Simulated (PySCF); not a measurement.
```xyz
13

C     2.5860   -0.8099   -1.0461
C     1.4561   -0.3823   -0.9106
P    -0.2138    0.2144   -0.8874
C     0.0515    1.8836   -0.1382
C    -0.7984   -0.6634    0.5981
F    -0.1460   -0.5051    1.7572
C    -1.8749   -1.4584    0.5965
F    -2.6000   -1.6996   -0.4614
F    -2.3271   -2.0842    1.6481
H     3.5883   -1.1850   -1.1496
H    -0.9319    2.3497    0.0220
H     0.6184    2.4983   -0.8519
H     0.5971    1.8250    0.8131
```

Geometry: PBE0-D3(BJ)/def2-SVP.

The calculation used PBE0/def2-SVPD, SCF density, gas phase in PySCF 2.14.0.

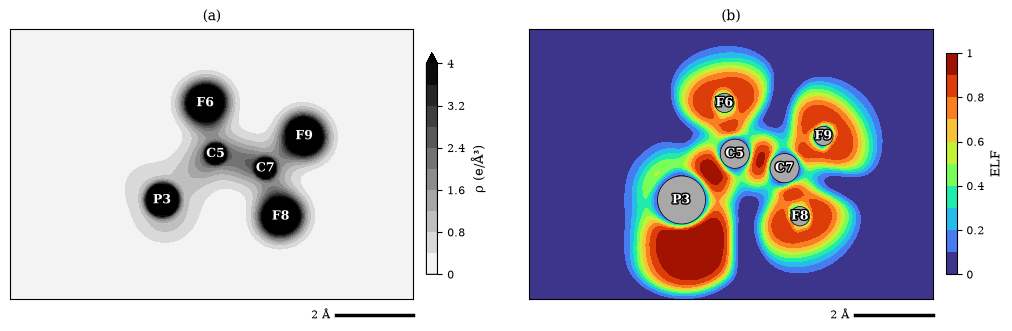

C₅H₄F₃P (SMILES C#CP(C)C(F)=C(F)F). (a) electron density; (b) electron localisation function on the plane of atoms F8, C7 and F9. Grey discs cover the atomic cores in the ELF map.

Question: Interpret the plot.

Answer: The plane passes through P, C and F nuclei.
C–F (1.30 Å): ρ is about 2.6 e/Å³ halfway; the ELF peaks at about 0.85 between the atoms (a shared but strongly polarised pair).
C–C (1.34 Å): ρ at the midpoint is about 2.3 e/Å³; the ELF peaks at about 0.95 between the atoms (a multiple bond).
C–P (1.82 Å): ρ is about 1.2 e/Å³ halfway; the ELF peaks at about 0.95 between the atoms; a covalent bond.
The ELF also peaks beside P3, F8, F9 and F6, away from the bonds: lone-pair regions.
